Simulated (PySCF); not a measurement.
# ErF₅ (-2): ligand-field states

Wanted: ligand-field states for ErF₅ (-2).

Programs: PySCF 2.14.0, with routines of our own; each step states its level. All values are computed. Atoms count from 0.

## Step 1: The starting structure

6 atoms, charge -2, states of the metal's open shell are computed; geometry from: model geometry, bond lengths from ionic radii.

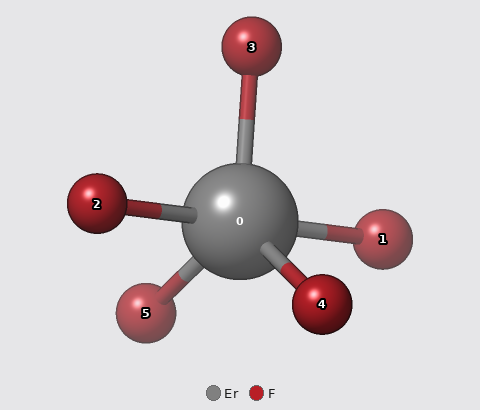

The starting geometry (erbium grey, fluorine red); sticks join atoms by distance alone.

## Step 2: Ligand-field states: state-averaged CASSCF in water

The job: settings as JSON, then the geometry in Å.

```
{"job": {"kind": "lf", "basis": {"metal": "x2c-TZVPall", "ligand": "x2c-SVPall"}, "nevpt": false, "solvent": "water"}, "charge": -2, "metal": "Er", "open_shell": "f11"}
Er     0.000000     0.000000     0.000000
F      0.000000     0.000000     2.130000
F      0.000000     0.000000    -2.130000
F      2.130000     0.000000     0.000000
F     -1.065000     1.844634     0.000000
F     -1.065000    -1.844634     0.000000
```

Method: state-averaged CASSCF of the metal f shell, state-interaction spin-orbit coupling.

Launch:

```sh
$ OMP_NUM_THREADS=1 python lf_run.py task.json out
```

This one command runs all jobs of the session in turn.

Log:

```text
basis functions 174, electrons 115, active (11e, 7o)
stage 1: DIIS on the effective Fock matrix, level shift 0.30
cycle   1  E = -13524.9850218728  dE = -1.352e+04  max|g| = 1.091e+01
cycle   2  E = -13333.9751081646  dE =  1.910e+02  max|g| = 1.856e+01
cycle   3  E = -13004.4605055477  dE =  3.295e+02  max|g| = 3.086e+01
cycle   4  E = -13518.4552518999  dE = -5.140e+02  max|g| = 1.052e+01
cycle   5  E = -13543.4719761182  dE = -2.502e+01  max|g| = 7.472e+00
cycle   6  E = -13577.7074573283  dE = -3.424e+01  max|g| = 1.714e+00
cycle   7  E = -13578.8667144117  dE = -1.159e+00  max|g| = 6.561e-01
cycle   8  E = -13579.4004822626  dE = -5.338e-01  max|g| = 4.655e-01
cycle   9  E = -13579.4671911762  dE = -6.671e-02  max|g| = 1.788e-01
cycle  10  E = -13579.6632462719  dE = -1.961e-01  max|g| = 2.600e-01
cycle  11  E = -13579.7791034220  dE = -1.159e-01  max|g| = 1.632e-01
...
cycle  33  E = -13579.9939381281  dE = -7.179e-02  max|g| = 2.430e-01
cycle  35  E = -13580.1023675996  dE = -1.084e-01  max|g| = 1.235e-01
cycle  36  E = -13580.1468462200  dE = -4.448e-02  max|g| = 4.552e-02
cycle  38  E = -13580.1505984060  dE = -3.752e-03  max|g| = 6.577e-02
cycle  39  E = -13580.1520942847  dE = -1.496e-03  max|g| = 2.193e-02
cycle  40  E = -13580.1522444227  dE = -1.501e-04  max|g| = 2.291e-03
cycle  41  E = -13580.1522544884  dE = -1.007e-05  max|g| = 9.180e-04
cycle  42  E = -13580.1522560274  dE = -1.539e-06  max|g| = 2.754e-04
cycle  43  E = -13580.1522561705  dE = -1.431e-07  max|g| = 4.652e-05
cycle  44  E = -13580.1522561771  dE = -6.641e-09  max|g| = 1.777e-05
cycle  45  E = -13580.1522561782  dE = -1.099e-09  max|g| = 6.624e-06
converged average energy = -13580.1522561782

 mult deg   label        CASSCF/cm-1   NEVPT2/cm-1
   4   2   4E'                 0.0
   4   2   4E''               13.3
   4   1   4A2'               81.1
   4   1   4A1''             112.0
   4   2   4E'               149.3
   4   2   4E''              191.7
   4   1   4A1'              212.9
   4   1   4A2''             606.1
   4   1   4A1''             608.4
   2   2   2E'             17903.4
   2   1   2A2''           17983.5
   2   3   2H              17999.6
   2   1   2H              18004.1
   2   2   2E''            18028.0
   2   1   2A1'            18042.0
   2   1   2A2'            18052.8
   4   2   4E''            18082.6
   4   1   4A2'            18136.4
   4   1   4A1'            18203.4
   4   1   4A1''           18286.0
   4   2   4E'             18422.6
   4   1   4A2''           18728.0
   2   2   2E''            23642.0
   2   2   2G              23917.1
   2   2   2E''            23973.2
   2   1   2A1''           23974.0
   2   2   2E'             23986.6
   2   3   2K              26872.6
   2   1   2A1'            26889.3
   2   2   2E''            26916.4
   2   2   2E'             26940.5
   2   1   2A2''           26952.8
   2   2   2E'             26970.4
   2   2   2K              27261.3
   2   2   2E'             27834.7
   4   1   4A1''           28334.5
   4   2   4E''            28461.5
   4   2   4E'             28527.8
   4   2   4E''            28925.5
   4   1   4A2'            28941.2
   4   1   4A1'            29044.0
   2   2   2E''            32837.7
   2   2   2E'             32927.0
   2   1   2A1''           33210.7
   2   1   2A2''           33307.7
   2   2   2E'             33357.2
   2   1   2A1''           43317.9
   2   2   2E'             43367.7
   2   2   2E''            43527.3
   2   1   2A1'            43794.4
   2   1   2A2'            43803.6
   2   2   2I              43901.3
   2   2   2E''            44091.9
   2   2   2E'             44169.7
   2   1   2A1'            44519.4
   2   2   2E''            44536.2
   2   3   2L              44566.1
   2   1   2A1''           44566.8
   2   2   2E''            44589.8
   2   2   2E'             44768.7

spin-orbit levels / cm-1
      0.00  x2  4E'' 0.52 4E' 0.35 4A1'' 0.05
     28.68  x2  4E'' 0.40 4A2' 0.25 4A1' 0.12
     58.26  x2  4A2' 0.34 4E'' 0.26 4E'' 0.24
     80.23  x2  4E' 0.48 4A1'' 0.17 4E' 0.16
    117.90  x2  4E' 0.37 4E' 0.25 4A1'' 0.20
    122.55  x2  4E' 0.37 4E'' 0.30 4A1'' 0.14
    147.52  x2  4E'' 0.50 4A1' 0.32 4E' 0.15
    581.61  x2  4A2'' 0.49 4A1'' 0.49
   6502.57  x2  4E' 0.32 4A2' 0.28 4A1' 0.12
   6502.80  x2  4E'' 0.43 4E'' 0.27 4E' 0.13
   6545.55  x2  4E' 0.37 4A2' 0.20 4E'' 0.19
   6551.26  x2  4E' 0.51 4E'' 0.17 4E'' 0.15
   6555.54  x2  4A1'' 0.39 4E'' 0.21 4A1' 0.21
   6574.28  x2  4E' 0.42 4E'' 0.17 4E'' 0.16
   6916.57  x2  4A2'' 0.41 4A1'' 0.41 4E' 0.15
  10500.69  x2  4E'' 0.25 4E' 0.23 4E'' 0.20
  10518.97  x2  4E'' 0.25 4E'' 0.21 4E' 0.19
  10523.50  x2  4A1'' 0.27 4E' 0.22 4A2' 0.21
  10528.52  x2  4E' 0.35 4E'' 0.32 4A1'' 0.13
  10549.24  x2  4E' 0.33 4E'' 0.27 4A1' 0.07
  10791.51  x2  4A2'' 0.34 4A1'' 0.34 4E' 0.16
  13203.23  x2  4E' 0.36 4E'' 0.27 4A2' 0.10
  13296.54  x2  4E' 0.34 4A1'' 0.24 4E'' 0.13
  13323.66  x2  4E'' 0.22 4E'' 0.20 4A1' 0.19
  13327.63  x2  4E'' 0.25 4E' 0.16 2E'' 0.11
  13550.58  x2  4A1'' 0.30 4A2'' 0.30 2E' 0.17
  18837.95  x2  4A2' 0.32 4A1' 0.31 2E'' 0.25
  18852.14  x2  4E'' 0.43 2G 0.22 4A2' 0.11
  18951.78  x2  4E'' 0.34 4E' 0.25 2E'' 0.19
  19092.14  x2  4E' 0.34 2E' 0.17 4E'' 0.15
```

Wall time 28 s (1 thread of Arm Neoverse V2, shared host); peak memory 0.48 GiB.

Key values:

| quantity | value |
| --- | --- |
| spin-orbit constant ζ | 2388 cm⁻¹ |

Powder susceptibility:

| T (K) | χT (cm³ K/mol) | μ(eff) |
| --- | --- | --- |
| 2 | 4.774 | 6.18 |
| 5 | 5.479 | 6.62 |
| 10 | 6.588 | 7.26 |
| 20 | 8.212 | 8.10 |
| 30 | 9.203 | 8.58 |
| 50 | 10.213 | 9.04 |
| 75 | 10.726 | 9.26 |
| 100 | 10.950 | 9.36 |
| 150 | 11.137 | 9.44 |
| 200 | 11.216 | 9.47 |
| 250 | 11.260 | 9.49 |
| 300 | 11.288 | 9.50 |

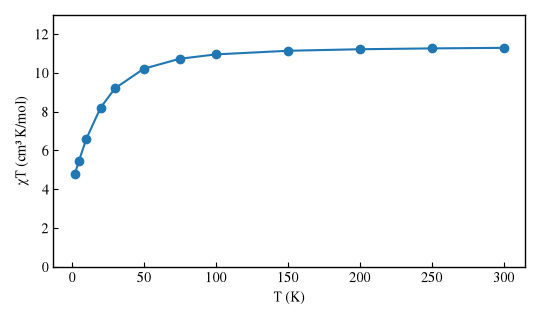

χT against temperature.

## Step 3: Ligand-field states: state-averaged CASSCF (basis 6-311G) in water

The job: settings as JSON, then the geometry in Å.

```
{"job": {"kind": "lf", "basis": "6-311G", "nevpt": false, "solvent": "water", "max_cycle": 67}, "charge": -2, "metal": "Er", "open_shell": "f11"}
Er     0.000000     0.000000     0.000000
F      0.000000     0.000000     2.130000
F      0.000000     0.000000    -2.130000
F      2.130000     0.000000     0.000000
F     -1.065000     1.844634     0.000000
F     -1.065000    -1.844634     0.000000
```

Method: state-averaged CASSCF of the metal shell.

Log:

```text
KeyError: 'Element er (Z=68) not found in basis 6-311G version 0'
```

It took 0.01 s on 1 thread of Arm Neoverse V2, shared host.

**What went wrong.** The basis 6-311G has no functions for an element of the molecule, so the input was refused before any integral. Cure: choose a basis that covers all elements.

## Step 4: What came out

| quantity | value |
| --- | --- |
| spin-orbit constant ζ (step 2, state-averaged CASSCF in water) | 2388 cm⁻¹ |
| ground multiplicity, μ(eff) at 300 K (step 2, 5 donors at 2.13 Å) | 4, 9.50 μB |
| runs | 1 failed, 0 ended on unsound input |

**Reading.** In step 2, χT goes from 4.77 at 2 K to 11.29 cm³ K/mol at 300 K, as higher levels fill or mix in.
